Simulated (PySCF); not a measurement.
# C₄H₈S, SMILES `C=CCCS`: electronic structure

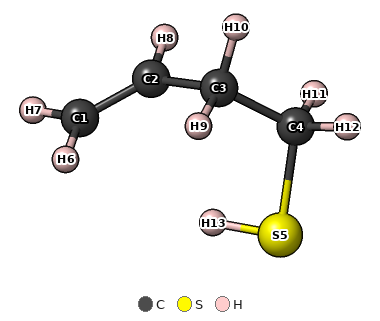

The molecule, with its atoms numbered as below. No frequency check shows the geometry to be a minimum.

Cartesian coordinates (Å):

```
C1      -2.1464   -0.8711    0.1177
C2      -1.5411    0.1970   -0.3674
C3      -0.5796    1.0462    0.4028
C4       0.8220    0.9858   -0.1985
S5       1.6087   -0.6462    0.0412
H6      -1.9951   -1.1936    1.1351
H7      -2.8237   -1.4631   -0.4742
H8      -1.7036    0.5005   -1.3944
H9      -0.5411    0.7222    1.4443
H10     -0.9141    2.0877    0.3748
H11      0.8048    1.1978   -1.2682
H12      1.4896    1.6907    0.2954
H13      0.6154   -1.3499   -0.4990
```

Part 1: Bonding charge

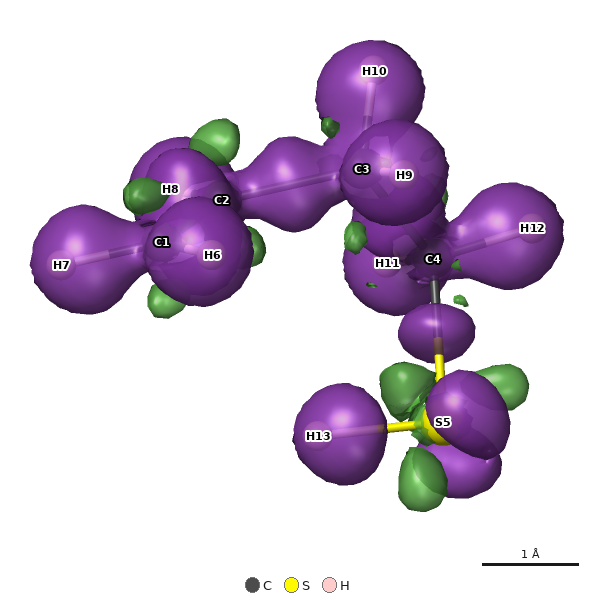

Deformation density (molecule less spherical, spin-averaged free atoms at the same positions), surfaces at ±0.1 e/Å³; purple: gain, green: loss.

Computed with PySCF, PBE0/aug-cc-pVDZ, geometry: GFN2-xTB.

> Describe the bonding that the map shows.

The five largest and four smallest: C1–H7: +0.72 e/Å³ at the bond critical point (bond length 1.08 Å). C1–H6: +0.71 e/Å³ at the bond critical point (bond length 1.08 Å). C2–H8: +0.71 e/Å³ at the bond critical point (bond length 1.08 Å). C4–H11: +0.71 e/Å³ at the bond critical point (bond length 1.09 Å). C4–H12: +0.71 e/Å³ at the bond critical point (bond length 1.09 Å). C2–C3: +0.48 e/Å³ at the bond critical point (bond length 1.50 Å). C3–C4: +0.44 e/Å³ at the bond critical point (bond length 1.53 Å). C4–S5: +0.25 e/Å³ at the bond critical point (bond length 1.83 Å). S5–H13: +0.23 e/Å³ at the bond critical point (bond length 1.33 Å). In all, 2.9 electrons gather in the regions of gain relative to the promolecule.

> Where do the Hirshfeld charges lie?

The highest Hirshfeld charge is on H12 (+0.05 e), the lowest on C1 (−0.10 e).

```json
{"atom": "C1", "charge (e)": "−0.10"}
{"atom": "C2", "charge (e)": "−0.04"}
{"atom": "C3", "charge (e)": "−0.08"}
{"atom": "C4", "charge (e)": "−0.08"}
{"atom": "S5", "charge (e)": "−0.06"}
{"atom": "H6", "charge (e)": "+0.05"}
{"atom": "H7", "charge (e)": "+0.05"}
{"atom": "H8", "charge (e)": "+0.05"}
{"atom": "H9", "charge (e)": "+0.04"}
{"atom": "H10", "charge (e)": "+0.05"}
{"atom": "H11", "charge (e)": "+0.04"}
{"atom": "H12", "charge (e)": "+0.05"}
{"atom": "H13", "charge (e)": "+0.04"}
```

Part 2: Local ionisation energy

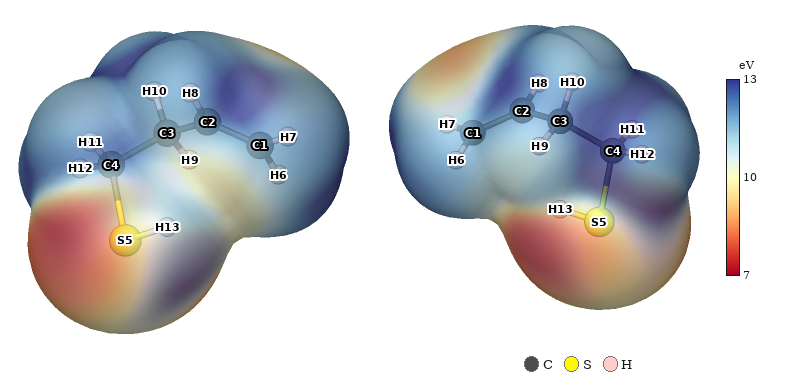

Average local ionisation energy on the surface of electron density 0.001 a.u. (back view left, front view right).

> Locate the minima of the map.

The lowest value is 7.5 eV, about equally far (2.3 Å) from S5 and H9. Further minima include 8.7 eV, over C1, off the plane of its three bonds (2.1 Å); 9.4 eV, 1.9 Å from H13; 11.3 eV, 1.4 Å from H10. For comparison, the highest occupied orbital lies at −6.7 eV.

> What volume does the surface enclose, and what is the dipole moment?

About 134 Å³; the dipole moment is 1.8 D.

Part 3: Excited states

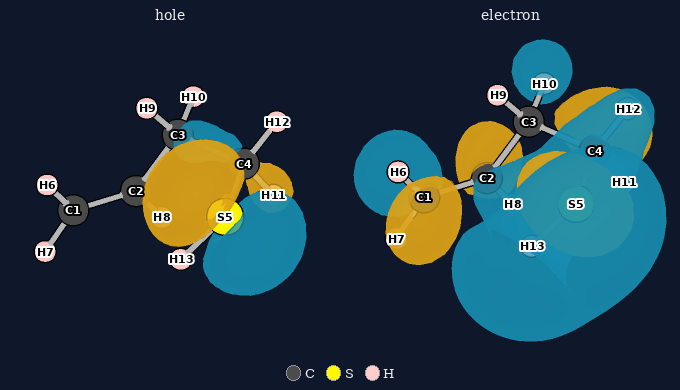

Leading natural transition orbital pair of S₃ (TDA singlet states); the surfaces enclose about 70 % of each orbital's density.

Level of theory: CAM-B3LYP/6-311G** (PySCF), at a geometry from GFN2-xTB. Without diffuse functions Rydberg states are missing, so the states' numbers hold for this basis only.

> Where does the state lie, and where do hole and electron sit?

6.95 eV (178 nm), f = 0.008, partly diffuse acceptor orbital, which a basis without diffuse functions describes poorly; the leading pair carries 100 %; hole on S5 (81 %) and C4 (6 %), electron on S5 (41 %), H13 (13 %) and C4 (12 %) (atom shares of so diffuse an orbital are rough); their centroids lie 0.8 Å apart. In canonical orbitals it is mainly HOMO → LUMO+2 (72 %). The HOMO–LUMO gap is 9.35 eV.

The PySCF runs shown took 32 s and 9.9 min on 1 thread of Arm Neoverse V1 (shared host).
